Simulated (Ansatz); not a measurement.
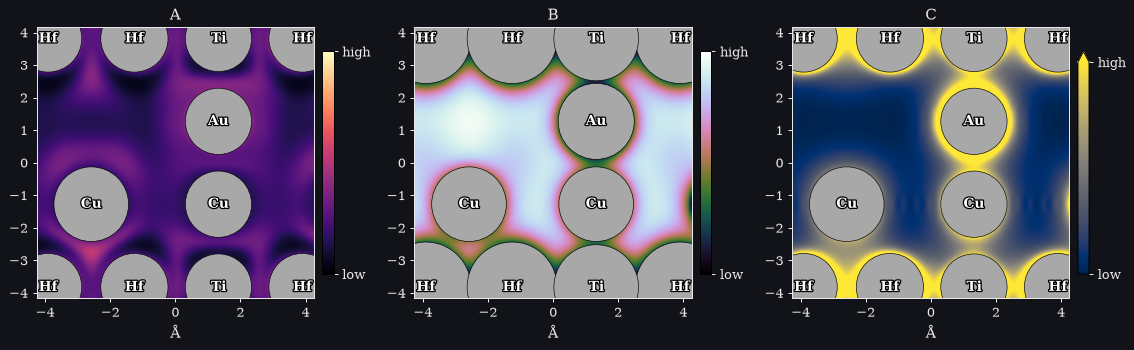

Hf2TiCu2Au: 3 fields on the (110) plane of the conventional cell, with unlabelled colour scales. Grey discs cover the atomic cores.

Space group P-6m2; a structure generated by program, which may or may not match a known phase; computed without spin polarisation.

Computed with DFT PBE, scalar-relativistic, plane waves, PAW in Ansatz 0.2.0.

> Match the panels to the quantities (electron localisation function, electrostatic potential energy of an electron and valence pseudo-density).

Panel A: electron localisation function. Panel B: electrostatic potential energy of an electron (low next to the atoms, rising into the space between them). Panel C: valence pseudo-density. From the grid: Cu–Au (2.54 Å): ρ at the midpoint is about 0.42 e/Å³; the ELF is about 0.30 at the midpoint; no shared electron pair shows on this line.
